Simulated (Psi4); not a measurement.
# C2H5FO (methoxymethyl fluoride): a chain of runs, part 2 of 2

Psi4 1.11.

## 3. A geometry optimisation at PBE0-D4/def2-TZVP (density fitting) (run 2)

calc.inp

```
memory 4400 mb

molecule molecule1 {
  0 1
  C     -0.656637     0.796981    -0.605763
  O     -0.078656     0.489634     0.655851
  C      0.575354    -0.717745     0.694423
  F      1.738440    -0.707820    -0.069417
  H     -1.368459     0.000128    -0.928921
  H     -1.207767     1.749400    -0.493688
  H      0.118405     0.918201    -1.393179
  H     -0.058499    -1.551364     0.296300
  H      0.856049    -0.900218     1.754344
  symmetry c1
}

set basis def2-TZVP
set reference rks
set scf_type df
set geom_maxiter 50
set max_force_g_convergence 0.0002

E, wfn = optimize("pbe0-d4", return_wfn=True)
```

Run with:

```bash
$ psi4 -n 2 calc.inp calc.out
```

calc.out:

```text
Psi4 1.11 release

gradient() will perform analytic gradient computation.

   => Loading Basis Set <=

    Name: DEF2-TZVP
    Role: ORBITAL
    Keyword: BASIS

   => PBE0-D4(BJ,EEQ)ATM: Empirical Dispersion <=

        a1 =       0.400856
        a2 =       5.029288
       alp =      16.000000
        s6 =       1.000000
        s8 =       1.200655
        s9 =       1.000000
        ga =       3.000000
        gc =       2.000000
        wf =       6.000000

         ---------------------------------------------------------
                                   SCF
                              RKS Reference
                        2 Threads,   4196 MiB Core
         ---------------------------------------------------------

  ==> Geometry <==

    Molecular point group: c1
    Full point group: C1

    Geometry (in Angstrom), charge = 0, multiplicity = 1:

       Center              X                  Y                   Z               Mass
    ------------   -----------------  -----------------  -----------------  -----------------
         C           -1.111419419305     0.866432127275    -0.753567095616    12.000000000000
         O           -0.533438419305     0.559085127275     0.508046904384    15.994914619570
         C            0.120571580695    -0.648293872725     0.546618904384    12.000000000000
[... 5 lines of this table left out ...]
         H            0.401266580695    -0.830766872725     1.606539904384     1.007825032230

  Running in c1 symmetry.

  Rotational constants: A =      0.59159  B =      0.18376  C =      0.15765 [cm^-1]
  Rotational constants: A =  17735.27673  B =   5509.09223  C =   4726.23263 [MHz]
  Nuclear repulsion =  132.932307812628153

  Charge       = 0
  Multiplicity = 1
  Electrons    = 34
  Nalpha       = 17
  Nbeta        = 17

  ==> Algorithm <==

  SCF Algorithm Type is DF.
  DIIS enabled.
  MOM disabled.
  Fractional occupation disabled.
  Guess Type is SAD.
  Energy threshold   = 1.00e-08
  Density threshold  = 1.00e-08
  Integral threshold = 1.00e-12

  ==> Primary Basis <==

  Basis Set: DEF2-TZVP
    Blend: DEF2-TZVP
    Number of shells: 64
    Number of basis functions: 154
    Number of Cartesian functions: 174
    Spherical Harmonics?: true
    Max angular momentum: 3

  ==> DFT Potential <==

   => LibXC <=

    Version 7.1.2

   => Composite Functional: PBE0-D4BJEEQATM <=

    PBE0-d4bjeeqatm Hyb-GGA Exchange-Correlation Functional

    Deriv               =              1
    GGA                 =           TRUE
    Meta                =          FALSE

    Exchange Hybrid     =           TRUE
    MP2 Hybrid          =          FALSE

   => Exchange Functionals <=

    0.7500   Perdew, Burke & Ernzerhof

   => Exact (HF) Exchange <=

    0.2500               HF

   => Correlation Functionals <=

    1.0000   Perdew, Burke & Ernzerhof

   => LibXC Density Thresholds  <==

    XC_HYB_GGA_XC_PBEH:  1.00E-15

   => Molecular Quadrature <=

    Radial Scheme          =       TREUTLER
    Pruning Scheme         =           NONE
    Nuclear Scheme         =       TREUTLER

    Blocking Scheme        =         OCTREE
    BS radius alpha        =              1
    Pruning alpha          =              1
    Radial Points          =             75
    Spherical Points       =            302
    Total Points           =         194511
    Total Blocks           =           1499
    Max Points             =            256
    Max Functions          =            151
    Weights Tolerance      =       1.00E-15

   => Loading Basis Set <=

    Name: (DEF2-TZVP AUX)
    Role: JKFIT
    Keyword: DF_BASIS_SCF

  ==> Integral Setup <==

  DFHelper Memory: AOs need 0.075 GiB; user supplied 2.384 GiB.
  SCF_SUBTYPE=INCORE selected. In-core MEM_DF algorithm will be used.
  Using in-core AOs.

  ==> MemDFJK: Density-Fitted J/K Matrices <==

    J tasked:                   Yes
    K tasked:                   Yes
    wK tasked:                   No
    Memory [MiB]:              2441
    Algorithm:                 Core
    Schwarz Cutoff:           1E-12
    Mask sparsity (%):       1.2144
    Fitting Condition:        1E-10

   => Auxiliary Basis Set <=

  Basis Set: (DEF2-TZVP AUX)
    Blend: DEF2-UNIVERSAL-JKFIT
    Number of shells: 130
    Number of basis functions: 394
    Number of Cartesian functions: 464
    Spherical Harmonics?: true
    Max angular momentum: 4

  Cached 100.0% of DFT collocation blocks in 0.689 [GiB].

  Minimum eigenvalue in the overlap matrix is 1.2965829277E-03.
  Reciprocal condition number of the overlap matrix is 1.7038606497E-04.
    Using symmetric orthogonalization.

  ==> Pre-Iterations <==

  SCF Guess: Superposition of Atomic Densities via on-the-fly atomic UHF (no occupation information).

   -------------------------
    Irrep   Nso     Nmo
   -------------------------
     A        154     154
   -------------------------
    Total     154     154
   -------------------------

  ==> Iterations <==

                           Total Energy        Delta E     RMS |[F,P]|

[... 2 lines left out ...]
   @DF-RKS iter   2:  -253.88008675495837    5.19216e-02   4.70227e-03 DIIS/ADIIS
[... 2 lines left out ...]
   @DF-RKS iter   5:  -254.10694770951636   -3.97493e-04   5.34217e-05 DIIS
[... 2 lines left out ...]
   @DF-RKS iter   8:  -254.10697057420640   -6.39328e-08   1.24601e-06 DIIS
[... 2 lines left out ...]
   @DF-RKS iter  11:  -254.10697058972093   -8.04334e-12   4.15289e-09 DIIS
[... 33 lines left out ...]
  @DF-RKS Final Energy:  -254.10697058972093
[... 5 lines left out ...]
    Two-Electron Energy =                 249.2784871963602598
[... 2 lines left out ...]
    VV10 Nonlocal Energy =                  0.0000000000000000
[... 16 lines left out ...]
 Dipole Y            :         -1.2950145            1.1330672           -0.1619473
[... 122 lines left out ...]
	                                 ==> Convergence Check <==
[... 8 lines left out ...]
	  Convergence Criteria              o    2.00e-04 *             o             o             o~
[... 139 lines left out ...]
   @DF-RKS iter   0:  -254.14944774517460   -2.54149e+02   4.03420e-04
[... 2 lines left out ...]
   @DF-RKS iter   3:  -254.10840896886660   -1.24399e-04   1.64365e-05 DIIS
[... 2 lines left out ...]
   @DF-RKS iter   6:  -254.10841077780535   -1.08676e-08   6.11122e-07 DIIS
[... 2 lines left out ...]
   @DF-RKS iter   9:  -254.10841078092577   -4.23483e-12   6.50777e-09 DIIS
[... 13 lines left out ...]
  @DF-RKS Final Energy:  -254.10841078092577
[... 5 lines left out ...]
    Two-Electron Energy =                 250.7485207836042775
[... 2 lines left out ...]
    VV10 Nonlocal Energy =                  0.0000000000000000
[... 16 lines left out ...]
 Dipole Y            :         -1.2781168            1.1062908           -0.1718260
[... 91 lines left out ...]
	                                 ==> Convergence Check <==
[... 8 lines left out ...]
	  Convergence Criteria              o    2.00e-04 *             o             o             o
[... 108 lines left out ...]
   @DF-RKS iter   0:  -254.10603072651710   -2.54106e+02   1.34529e-04
[... 2 lines left out ...]
   @DF-RKS iter   3:  -254.10842969748794   -2.58105e-07   4.16641e-06 DIIS
[... 2 lines left out ...]
   @DF-RKS iter   6:  -254.10842984167277   -8.81499e-10   5.59520e-08 DIIS
[... 2 lines left out ...]
  Energy and wave function converged.
[... 16 lines left out ...]
    Nuclear Repulsion Energy =            134.1592048079388917
[... 2 lines left out ...]
    DFT Exchange-Correlation Energy =     -23.9228141119349083
[... 2 lines left out ...]
    Total Energy =                       -254.1084298416971592
[... 16 lines left out ...]
 Dipole Z            :          1.0721519           -1.1872786           -0.1151267
[... 92 lines left out ...]
	Measures of convergence in internal coordinates in au.
[... 76 lines left out ...]
    Weights Tolerance      =       1.00E-15
[... 33 lines left out ...]
   @DF-RKS iter   1:  -254.10843173476593    3.41050e-05   3.38593e-06 DIIS
[... 2 lines left out ...]
   @DF-RKS iter   4:  -254.10843184741751   -2.04702e-09   1.60029e-07 DIIS
[... 2 lines left out ...]
  Energy and wave function converged.
[... 18 lines left out ...]
    Virtual:

      18A      0.057092    19A      0.085603    20A      0.094272
      21A      0.102931    22A      0.113153    23A      0.131880
      24A      0.148619    25A      0.190445    26A      0.219028
[... 42 lines of this table left out ...]
     153A     43.981568   154A     57.210922

    Final Occupation by Irrep:
              A
    DOCC [    17 ]
    NA   [    17 ]
    NB   [    17 ]

  @DF-RKS Final Energy:  -254.10843184764093

   => Energetics <=

    Nuclear Repulsion Energy =            134.1947628496891980
    One-Electron Energy =                -614.9023303227173756
    Two-Electron Energy =                 250.5253017716241004
    DFT Exchange-Correlation Energy =     -23.9228396814491902
    Empirical Dispersion Energy =          -0.0033264647876888
    VV10 Nonlocal Energy =                  0.0000000000000000
    Total Energy =                       -254.1084318476409294

Computation Completed

Properties will be evaluated at   0.000000,   0.000000,   0.000000 [a0]

Properties computed using the SCF density matrix

 Multipole Moments:

 ------------------------------------------------------------------------------------
     Multipole            Electronic (a.u.)      Nuclear  (a.u.)        Total (a.u.)
 ------------------------------------------------------------------------------------

 L = 1.  Multiply by 2.5417464519 to convert [e a0] to [Debye]
 Dipole X            :          4.2258230           -4.8616725           -0.6358495
 Dipole Y            :         -1.3099514            1.1476261           -0.1623253
 Dipole Z            :          1.0701359           -1.1843581           -0.1142221
 Magnitude           :                                                    0.6661087

 ------------------------------------------------------------------------------------

	total time  =          7 seconds =       0.12 minutes

         ------------------------------------------------------------
                                   SCF GRAD
         ------------------------------------------------------------

  ==> Geometry <==

    Molecular point group: c1
    Full point group: C1

    Geometry (in Angstrom), charge = 0, multiplicity = 1:

       Center              X                  Y                   Z               Mass
    ------------   -----------------  -----------------  -----------------  -----------------
         C           -1.100314876440     0.861542026442    -0.752809366434    12.000000000000
         O           -0.514434440523     0.567124667853     0.499433067824    15.994914619570
         C            0.110911513055    -0.642841404343     0.548433527705    12.000000000000
[... 5 lines of this table left out ...]
         H            0.396681359683    -0.824891564055     1.585677425596     1.007825032230

  Nuclear repulsion =  134.194762849689198

   => Molecular Quadrature <=

    Radial Scheme          =       TREUTLER
    Pruning Scheme         =           NONE
    Nuclear Scheme         =       TREUTLER

    Blocking Scheme        =         OCTREE
    BS radius alpha        =              1
    Pruning alpha          =              1
    Radial Points          =             75
    Spherical Points       =            302
    Total Points           =         194382
    Total Blocks           =           1510
    Max Points             =            256
    Max Functions          =            151
    Weights Tolerance      =       1.00E-15

  -Total Gradient:
     Atom            X                  Y                   Z
    ------   -----------------  -----------------  -----------------
       1        0.000002348683    -0.000019118240     0.000044391237
       2       -0.000099461265     0.000160961396    -0.000021205605
       3        0.000334860523    -0.000227760005    -0.000133196915
[... 5 lines of this table left out ...]
       9       -0.000000552663     0.000022505479    -0.000016083000

	total time  =          3 seconds =       0.05 minutes

    			-----------------------------------------

    			 OPTKING 3.0: for geometry optimizations

    			        with contributions from

    			-----------------------------------------

	                            ===> Fragment 1 <==

	 Z (Atomic Numbers)          Masses                          Geom
	       6.000000            12.000000         -2.07929377  1.62807848 -1.42260353
	       8.000000            15.994915         -0.97214020  1.07171030  0.94379172
	       6.000000            12.000000          0.20959238 -1.21479420  1.03638917
[... 5 lines of this table left out ...]
	       1.000000             1.007825          0.74961913 -1.55881914  2.99649606

	 - Coordinate -           - BOHR/RAD -       - ANG/DEG -
	 R(1,2)           =         2.671172           1.413523
	 R(1,5)           =         2.073282           1.097133
	 R(1,6)           =         2.057436           1.088748
[... 23 lines of this table left out ...]
	 D(3,2,1,7)       =        -1.172820         -67.197665

	        --- Internal Coordinate Step in ANG or DEG, aJ/ANG or AJ/DEG ---
	-------------------------------------------------------------------------------
	           Coordinate      Previous         Force          Change          New
	           ----------      --------        ------          ------        ------
	               R(1,2)       1.41352        0.00003        0.00003       1.41356
	               R(1,5)       1.09713        0.00005       -0.00001       1.09712
	               R(1,6)       1.08875        0.00005        0.00001       1.08876
[... 23 lines of this table left out ...]
	           D(3,2,1,7)     -67.19766        0.00000        0.06199     -67.13567
	-------------------------------------------------------------------------------

	                                 ==> Convergence Check <==

	Measures of convergence in internal coordinates in au.

	Criteria marked as inactive (o), active & met (*), and active & unmet ( ).

	----------------------------------------------------------------------------------------------
	   Step    Total Energy     Delta E     Max Force     RMS Force      Max Disp      RMS Disp
	----------------------------------------------------------------------------------------------
	  Convergence Criteria              o    2.00e-04 *             o             o             o
	----------------------------------------------------------------------------------------------
	     4    -254.10843185   -2.01e-06 o    1.89e-04 *    5.50e-05 o    1.08e-03 o    4.36e-04 o  ~
	----------------------------------------------------------------------------------------------

Next Geometry in Ang
	Fragment 1 (Ang)

	    C  -1.1004909747   0.8615126899  -0.7528414135
	    O  -0.5146444826   0.5669381230   0.4994161616
	    C   0.1107623804  -0.6426641740   0.5484091938
[... 5 lines of this table left out ...]
	    H   0.3964360188  -0.8249768328   1.5856410873

    Final optimized geometry and variables:
    Molecular point group: c1
    Full point group: C1

    Geometry (in Angstrom), charge = 0, multiplicity = 1:

    C           -1.100314876440     0.861542026442    -0.752809366434
    O           -0.514434440523     0.567124667853     0.499433067824
    C            0.110911513055    -0.642841404343     0.548433527705
[... 5 lines of this table left out ...]
    H            0.396681359683    -0.824891564055     1.585677425596

    Psi4 run time: 0:00:58.69

[set-up sections that repeat, and orbital energies of the middle runs, are left out above]
```

On the terminal:

```text
Optimizer: Optimization complete!
```

Wall time 62 s (2 threads of AMD EPYC 7R43 (Zen 3), shared host); peak memory 1.2 GiB.

Steps, from the record of the run:

```tsv
step	energy from the first frame kept (eV)	largest force (eV/Å)
0	0.0000	0.6673
1	-0.0392	0.0901
2	-0.0397	0.0427
3	-0.0398	0.0219
```

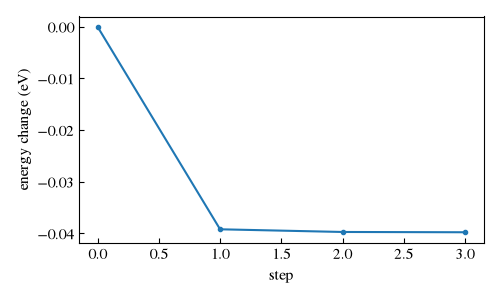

Energy along the run.

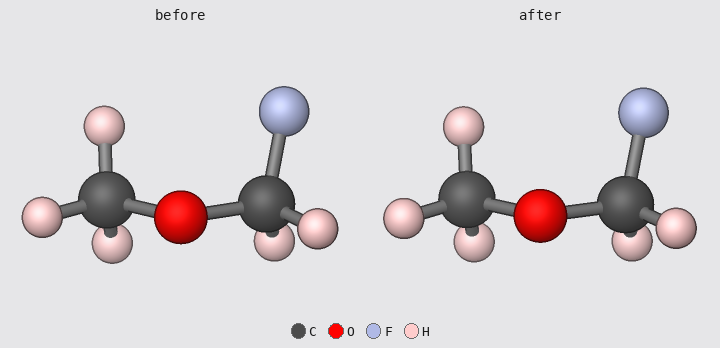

Before and after, at one scale.

After the run. Bond lengths: C1–O2 1.414 Å, O2–C3 1.363 Å, C3–F4 1.383 Å, C1–H5 1.097 Å, C1–H6 1.089 Å, C1–H7 1.093 Å, C3–H8 1.099 Å, C3–H9 1.091 Å. Some angles: C1–O2–C3 114.0°, O2–C3–F4 111.4°, O2–C1–H5 110.8°, O2–C1–H6 107.0°, O2–C1–H7 111.3°, O2–C3–H8 112.0°, O2–C3–H9 107.6°, F4–C3–H8 106.2°, F4–C3–H9 107.7°, H5–C1–H6 109.2°.

Runs 3 to 5 aren't shown in full; the table further down has their settings and results.

## 4. A single-point energy at B3LYP-D4/def2-TZVPP (density fitting) (run 6)

input.in

```
memory 4.4 GB

molecule mol {
  0 1
  C     -0.645532     0.792091    -0.605005
  O     -0.059652     0.497674     0.647237
  C      0.565694    -0.712293     0.696238
  F      1.720241    -0.715363    -0.065065
  H     -1.329227    -0.008816    -0.912921
  H     -1.208267     1.716124    -0.483079
  H      0.115737     0.930318    -1.377147
  H     -0.065710    -1.519238     0.298564
  H      0.851464    -0.894343     1.733482
  units angstrom
  symmetry c1
}

set reference rks
set scf_type df
set dft_radial_points 99
set dft_spherical_points 590

energy('b3lyp-d4/def2-TZVPP')
print_variables()
```

Run with:

```bash
$ psi4 input.in input.out -n 2
```

input.out, cut to the lines that bear on the results:

```text
[...]
  Running in c1 symmetry.
[...]
  Nuclear repulsion =  134.194741355535967
[...]
  Multiplicity = 1
[...]
  Nalpha       = 17
  Nbeta        = 17
[...]
    Number of basis functions: 194
[...]
   @DF-RKS iter   1:  -254.16337453454179   -3.08049e-01   3.70934e-03 DIIS/ADIIS
[...]
   @DF-RKS iter   9:  -254.39301139138769   -2.71306e-08   2.67949e-07 DIIS
[...]
  @DF-RKS Final Energy:  -254.39301139138769
   => Energetics <=
    Nuclear Repulsion Energy =            134.1947413555359674
    One-Electron Energy =                -614.9254404078262723
    Two-Electron Energy =                 252.0797325634005972
    DFT Exchange-Correlation Energy =     -25.7356095049702134
    Empirical Dispersion Energy =          -0.0064353975277477
    VV10 Nonlocal Energy =                  0.0000000000000000
    Total Energy =                       -254.3930113913876880
[...]
```

Wall time 31 s (2 threads of AMD EPYC 7R43 (Zen 3), shared host); peak memory 2.6 GiB.

Runs 7 to 9 aren't shown in full; the table further down has their settings and results.

## 5. The energy at MP2/def2-QZVPP (density fitting, density fitting for correlation) (run 10)

Edit input.in of step 4 so:

```diff
@@ -2,3 +2,3 @@
 
-molecule mol {
+molecule system {
   0 1
@@ -13,3 +13,2 @@
   H      0.851464    -0.894343     1.733482
-  units angstrom
   symmetry c1
@@ -17,8 +16,6 @@
 
-set reference rks
+set basis def2-QZVPP
 set scf_type df
-set dft_radial_points 99
-set dft_spherical_points 590
+set num_frozen_docc 4
 
-energy('b3lyp-d4/def2-TZVPP')
-print_variables()
+e_tot = energy('mp2')
```

Run with:

```bash
$ psi4 -i input.in -o input.out -n 2
```

input.out, cut to the lines that bear on the results:

```text
[...]
  Running in c1 symmetry.
[...]
  Nuclear repulsion =  134.194741355535967
[...]
  Multiplicity = 1
[...]
  Nalpha       = 17
  Nbeta        = 17
[...]
    Number of basis functions: 378
[...]
   @DF-RHF iter   1:  -252.96700608132198   -6.72313e-01   1.10160e-03 ADIIS/DIIS
[...]
   @DF-RHF iter  11:  -253.05252049568119   -2.34479e-11   3.34198e-09 DIIS
[...]
    Orbital Energies [Eh]
    ---------------------
    Doubly Occupied:
       1A    -26.279061     2A    -20.579426     3A    -11.361738
       4A    -11.281458     5A     -1.599879     6A     -1.407450
       7A     -0.989544     8A     -0.886001     9A     -0.732415
      10A     -0.726807    11A     -0.710727    12A     -0.631454
      13A     -0.612902    14A     -0.595693    15A     -0.534856
      16A     -0.496949    17A     -0.464462
[...]
  @DF-RHF Final Energy:  -253.05252049568119
   => Energetics <=
    Nuclear Repulsion Energy =            134.1947413555359674
    One-Electron Energy =                -614.7128769588475734
    Two-Electron Energy =                 227.4656151076304411
    Total Energy =                       -253.0525204956811933
[...]
```

It took 17 s on 2 threads of AMD EPYC 7R43 (Zen 3), shared host; peak memory 1.2 GiB.

## 6. The series

```tsv
run	level	geom maxiter	max force g convergence	energy (Eh)	dipole moment (D)	HOMO energy (eV)	LUMO energy (eV)	wall time
1	PBE-D4/def2-SVP (density fitting)	60	0.0005	-253.794761	1.53	-6.56	1.15	43 s
2	PBE0-D4/def2-TZVP (density fitting)	50	0.0002	-254.108432	1.69	-8.44	1.55	62 s
3	PBE0-D4/def2-TZVP (density fitting)	–	–	-254.108432	1.69	–	–	12 min
4	PBE-D4/def2-TZVPP (density fitting)	–	–	-254.100107	1.58	-6.81	0.73	33 s
5	r2SCAN-D4/def2-TZVPP (density fitting)	–	–	-254.251915	1.64	-7.15	1.49	88 s
6	B3LYP-D4/def2-TZVPP (density fitting)	–	–	-254.393011	1.70	-8.21	1.19	31 s
7	PBE0-D4/def2-TZVPP (density fitting)	–	–	-254.110223	1.69	-8.44	1.56	25 s
8	wB97M-V/def2-TZVPP (density fitting)	–	–	-254.286507	1.69	-10.94	2.99	86 s
9	CCSD(T)/def2-TZVPP (density fitting, density fitting for correlation)	–	–	-253.929653	–	-12.62	4.13	9.2 min
10	MP2/def2-QZVPP (density fitting, density fitting for correlation)	–	–	-253.951070	–	-12.64	2.98	17 s
```

## 7. Summary of results

The summary covers parts 1 to 2.

```
                                                           quantity          value
                               run 10, MP2/def2-QZVPP: total energy  -253.95107 Eh
        run 10, MP2/def2-QZVPP: HOMO energy (Hartree–Fock orbitals)      -12.64 eV
        run 10, MP2/def2-QZVPP: LUMO energy (Hartree–Fock orbitals)        2.98 eV
      run 10, MP2/def2-QZVPP: HOMO–LUMO gap (Hartree–Fock orbitals)       15.61 eV
run 10, MP2/def2-QZVPP: correlation energy (4 core orbitals frozen)     -898.5 mEh
```

What this shows: Over runs 3, 4, 5, 6, 7, 8 the dipole moment (its size) runs from 1.58 D (PBE-D4/def2-TZVPP) to 1.70 D (B3LYP-D4/def2-TZVPP). Over runs 4, 5, 6, 7, 8 the HOMO–LUMO gap runs from 7.54 eV (PBE-D4/def2-TZVPP) to 13.93 eV (wB97M-V/def2-TZVPP). Totals of different functionals can't be ranked against each other. All runs together took 27 min, the longest 12 min.
